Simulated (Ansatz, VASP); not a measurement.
# Cross-check of BaZrO3 between VASP and Ansatz, part 2 of 2

Wanted: the spread between two codes on one cell, functional and k mesh. The cell is taken from a series of VASP runs on this material, whose earlier steps may have relaxed, scaled or displaced it; both programs get it as it stands. Valence electrons are named where the data sets of a main pair hold unlike numbers.

VASP 6.6.1 and Ansatz 0.2.0.

So far: Starting point; VASP: band structure, r2SCAN; Ansatz: band structure, r2SCAN.

### 4. Side by side

Known differences besides the potentials themselves: VASP keeps PBE cores, Ansatz makes them for the functional; the cutoff is 500 eV in Ansatz and 520 eV in VASP. Total energies have different zeros and are not compared.

Compared:

```
                                        quantity  Ansatz   VASP  difference
                                  pressure (GPa)   -1.01   0.00       -1.01
pressure without Ansatz's Pulay correction (GPa)   -1.08   0.00       -1.08
                   gap over the path points (eV)   3.715  3.663      +0.052
```

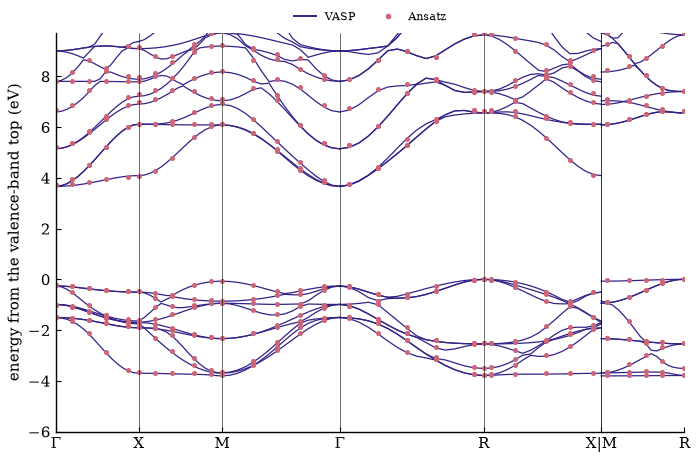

Bands from VASP (lines) and levels from Ansatz (dots). Dots without a line are higher empty bands that the VASP plot leaves out.

Levels at points of the path, from each program's valence-band top (eV; 4 filled, then empty):

```
k (reciprocal lattice)                                  Ansatz                                    VASP
     0.000 0.000 0.000  -1.00 -0.23 -0.23 -0.23 3.71 3.71 3.71  -0.99 -0.26 -0.26 -0.26 3.66 3.66 3.66
     0.000 0.100 0.000  -1.07 -0.50 -0.27 -0.27 3.75 3.94 3.94  -1.06 -0.53 -0.30 -0.30 3.70 3.89 3.89
     0.000 0.200 0.000  -1.23 -1.02 -0.35 -0.35 3.83 4.51 4.51  -1.24 -1.05 -0.38 -0.38 3.79 4.47 4.47
     0.000 0.300 0.000  -1.42 -1.41 -0.42 -0.42 3.94 5.23 5.23  -1.44 -1.44 -0.45 -0.45 3.92 5.20 5.20
     0.000 0.433 0.000  -1.67 -1.58 -0.47 -0.47 4.05 6.01 6.01  -1.68 -1.62 -0.50 -0.50 4.07 5.99 5.99
     0.000 0.500 0.000  -1.69 -1.61 -0.48 -0.48 4.07 6.13 6.13  -1.71 -1.64 -0.51 -0.51 4.09 6.12 6.12
     0.100 0.500 0.000  -1.57 -1.10 -0.72 -0.53 4.27 6.12 6.14  -1.61 -1.12 -0.75 -0.56 4.29 6.11 6.12
     0.200 0.500 0.000  -1.39 -1.06 -0.65 -0.62 4.78 6.12 6.23  -1.42 -1.09 -0.68 -0.64 4.79 6.09 6.21
     0.333 0.500 0.000  -1.10 -1.03 -0.78 -0.21 5.60 6.12 6.58  -1.12 -1.06 -0.81 -0.23 5.59 6.09 6.56
     0.433 0.500 0.000  -0.95 -0.94 -0.83 -0.07 6.03 6.12 6.87  -0.98 -0.97 -0.85 -0.10 6.00 6.09 6.83
```

Among the levels compared at these points, filled levels agree within 43 meV and empty ones within 76 meV. Ansatz's pressure holds a Pulay correction of 0.07 GPa; VASP's holds none.

### 5. What the set-up changes

Further runs change the set-up of one program: Ansatz's method, potentials or start, or VASP's data sets, cutoff or form of LDA. The table gives Ansatz less VASP for each quantity, since a change that brings one quantity closer may part another.

```
                                        run  pressure (GPa)  gap over the path points (eV)  pressure without Ansatz's Pulay correction (GPa)
                                   as above            -1.0                          0.052                                              -1.1
                       cores kept as stored            -1.0                          0.053                                              -1.1
          Ansatz's all-electron LAPW method            -1.0                          0.047                                                  
    Ansatz's larger PAW set (cutoff 900 eV)            -1.1                          0.048                                                  
norm-conserving potentials (cutoff 1290 eV)            -1.0                          0.049
```

### 6. Ansatz: single point, r2SCAN

With cell and atoms fixed, the geometry can't cause a difference; cores, projectors, grids and the points listed under the comparison can.

The cell is taken from a series of VASP runs on this material, whose earlier steps may have relaxed, scaled or displaced it; both programs get it as it stands.

input.yaml reads:

```yaml
crystal:
  lattice:
    - [4.2138674132, 0.0, 0.0]
    - [0.0, 4.2138674132, 0.0]
    - [0.0, 0.0, 4.2138674132]
  atoms:
    - { symbol: Ba, position: [0.0, 0.0, 0.0] }
    - { symbol: Zr, position: [0.5, 0.5, 0.5] }
    - { symbol: O, position: [0.0, 0.5, 0.5] }
    - { symbol: O, position: [0.5, 0.0, 0.5] }
    - { symbol: O, position: [0.5, 0.5, 0.0] }
hamiltonian:
  xc: r2scan
  pseudopotentials: { kind: paw }
kpoints:
  mp_grid: { grid: [9, 9, 9] }
scf:
  occupations: { method: gaussian, width: 0.05 }
  n_extra_bands: 5
output:
  forces: true
  stress: true
  eigenvalues: true
```

Started as:

```sh
$ ansatz run input.yaml --threads 2 --pin off --max-ram 4608MiB --backend cpu --events-out ev --progress --plain --runs-dir out
```

Numbers of over 12 decimals in the logs are rounded to 6 here.

The program printed:

```text
[...]
Crystal: 5 atoms, lattice volume = 74.824 Å³
Basis set: ecut = 500 eV, 1935 PW (Γ), exchange–correlation on 128×128×128 points (64 copies of the dense FFT grid, shifted against one another)
Bands: 25, of which v1, the nominal top of the filled ones, is band 20 counted from 1 (19 counted from 0)
Symmetry: 48 space group operations
[...]
k-points: 35 of 729
[...]
k-point 0: bands = [... 16 lower, 8.3108, 9.0792, 9.0792, 9.0792, 13.0289, 13.0289, 13.0289, 14.5410, ... 1 higher]
  k-point 1: bands = [... 16 lower, 8.2301, 8.7560, 9.0344, 9.0344, 13.0653, 13.2997, 13.2997, 14.7306, ... 1 higher]
  k-point 2: bands = [... 16 lower, 8.0397, 8.1948, 8.9477, 8.9477, 13.1627, 13.9757, 13.9757, 15.2188, ... 1 higher]
  k-point 34: bands = [... 16 lower, 6.8174, 9.2413, 9.2413, 9.2796, 15.9088, 16.0156, 16.0156, 16.6903, ... 1 higher]
[key lines of the parts left out:]
SCF converged after 7 iterations
Free energy (F): -11875.422502 eV
Fermi energy:    11.154594 eV
P = ⅓ Tr σ = -1.0137 GPa (-10.137 kbar)
```

Wall time 4.1 s (2 threads of AMD EPYC 7B13 (Zen 3), shared host); peak memory 0.61 GiB; 7.7 s of CPU time.

The run ends at a pressure of -1.01 GPa.

### 7. VASP: single point, r2SCAN

The same cell, functional, mesh and smearing now go to VASP, with its own data sets.

INCAR reads:

```
SYSTEM = BaZrO3
PREC = Accurate
ENCUT = 520
EDIFF = 1E-06
NELM = 100
ISMEAR = 0
SIGMA = 0.05
LREAL = .FALSE.
ALGO = Normal
METAGGA = R2SCAN
LASPH = .TRUE.
NBANDS = 60
LORBIT = 11
LWAVE = .FALSE.
LCHARG = .FALSE.
KPAR = 4
LOPTICS = .TRUE.
NEDOS = 1500
CSHIFT = 0.1
```

POSCAR reads:

```
BaZrO3
1.0
    4.2138674132      0.0000000000      0.0000000000
    0.0000000000      4.2138674132      0.0000000000
    0.0000000000      0.0000000000      4.2138674132
Ba Zr O
1 1 3
Direct
    0.0000000000      0.0000000000      0.0000000000
    0.5000000000      0.5000000000      0.5000000000
    0.0000000000      0.5000000000      0.5000000000
    0.5000000000      0.0000000000      0.5000000000
    0.5000000000      0.5000000000      0.0000000000
```

KPOINTS reads:

```
Automatic mesh
0
Gamma
9 9 9
0 0 0
```

Potentials, in the order of the species: Ba_sv, Zr_sv and O (PBE family, release 64).

Started as:

```sh
$ mpirun -np 4 vasp_std
```

The program printed:

```text
[banner, memory and clock lines left out]
running    4 mpi-ranks, on    1 nodes
[...]
[... a notice as in an earlier step ...]

 LDA part: xc-table for (None), standard interpolation
 POSCAR, INCAR and KPOINTS ok, starting setup
[...]
entering main loop
       N       E                     dE             d eps       ncg     rms          rms(c)
DAV:   1     0.228993292605E+03    0.22899E+03   -0.19333E+04  4200   0.674E+02
DAV:   2    -0.895362939580E+02   -0.31853E+03   -0.30129E+03  4868   0.217E+02
DAV:   3    -0.106925071716E+03   -0.17389E+02   -0.16878E+02  6900   0.396E+01
DAV:   4    -0.107243813359E+03   -0.31874E+00   -0.31762E+00  5072   0.435E+00
[...]
DAV:  12    -0.851077599741E+02    0.41566E-04   -0.69135E-05  4984   0.392E-02    0.714E-02
DAV:  13    -0.851077716086E+02   -0.11635E-04   -0.26792E-05  4912   0.256E-02    0.719E-03
DAV:  14    -0.851077714179E+02    0.19078E-06   -0.85799E-07  4564   0.356E-03
   1 F= -.85107771E+02 E0= -.85107771E+02  d E =-.101697E-12
 optical routines
 imaginary and real dielectric function
 direction            1
 direction            2
 direction            3
```

OUTCAR, selected parts (step 7):

```text
  Total       -0.0053412     -0.0053412     -0.0053412     -0.0000000     -0.0000000      0.0000000
  in kB       -0.1143682     -0.1143682     -0.1143682     -0.0000000     -0.0000000      0.0000000
  external PRESSURE =      -0.1143682 kB  Pullay stress =       0.0000000 kB

  FREE ENERGIE OF THE ION-ELECTRON SYSTEM (eV)
  ---------------------------------------------------
  free  energy   TOTEN  =       -85.1077714179 eV

  energy  without entropy=      -85.1077714179  energy(sigma->0) =      -85.10777142

[... 2 parts as in an earlier step ...]

[... 2 further parts left out ...]
[key lines of the parts left out:]
E-fermi :   3.5717
```

The gap is read on the k-mesh alone, so it is an upper bound where the band edges lie off the mesh.

### 8. Differences

Compared:

```
                                        quantity  Ansatz   VASP  difference
                                  pressure (GPa)   -1.01  -0.01       -1.00
pressure without Ansatz's Pulay correction (GPa)   -1.08  -0.01       -1.07
                          gap on the k mesh (eV)   3.749  3.697      +0.053
```

A gap on the mesh is an upper bound, since the band edges may lie between its points. Ansatz's pressure holds a Pulay correction of 0.07 GPa; VASP's holds none.

### 9. Further runs

Further runs change the set-up of one program: Ansatz's method, potentials or start, or VASP's data sets, cutoff or form of LDA. The table gives Ansatz less VASP for each quantity, since a change that brings one quantity closer may part another.

```
                                        run  pressure (GPa)  gap on the k mesh (eV)  pressure without Ansatz's Pulay correction (GPa)
                                   as above            -1.0                   0.053                                              -1.1
                       cores kept as stored            -1.0                   0.053                                              -1.1
          Ansatz's all-electron LAPW method            -1.0                   0.048                                                  
    Ansatz's larger PAW set (cutoff 900 eV)            -1.0                   0.048                                                  
norm-conserving potentials (cutoff 1290 eV)            -1.0                   0.049
```

### 10. What came out

```
difference in pressure (band structure, r2SCAN)                 : -1.0 GPa
difference in gap over the path points (band structure, r2SCAN) : 0.052 eV
difference in pressure (single point, r2SCAN)                   : -1.0 GPa
difference in gap on the k mesh (single point, r2SCAN)          : 0.053 eV
```

The difference in pressure is -1.0 GPa (band structure, r2SCAN), at about the 1 GPa picked in this series as the mark of a large difference. For band structure, r2SCAN, no further run moves any of the tabulated differences by more than a quarter of its size. For single point, r2SCAN, no further run moves any of the tabulated differences by more than a quarter of its size. Such differences can come from data sets, numerical settings and the points named under the comparisons, not from the functional's error against experiment.

[Lines on the potential files, build, host, timing and source positions are cut from VASP's logs without a mark.]

[Logs are printed without paths, hosts, clocks, repeated set-up lines and the standing remarks that a program may print on its own settings, such as how far it seeks lower states.]

[Hosts, paths, dates, database ids (printed as entryN), source tags and the programs' standing remarks are cut or masked in the printed files.]
